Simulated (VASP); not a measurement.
Band structure of KCl (rock salt). Computed with PBE GGA with D3 dispersion (Becke-Johnson damping), VASP's PBE PAW potentials (set 64) (plane waves; VASP).

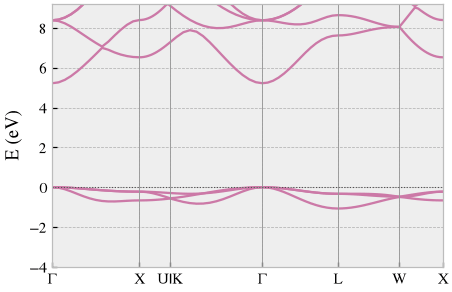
*Bands along high-symmetry lines, zero at the valence-band maximum or, without a gap, the Fermi level*

Problem. Read the plot: is there a gap, and where are the band edges?

Solution. The gap is direct, 5.22 eV, from the valence maximum at Γ to the conduction minimum at Γ. (Edges off the drawn lines would not show.)

Measured: gap 8.50 eV (computed value off by -3.28 eV), as given by David Koller et al., Journal of Physics Condensed Matter (2013), arXiv:1304.4470.

The compound is KCl in the rock salt structure. It was relaxed first.
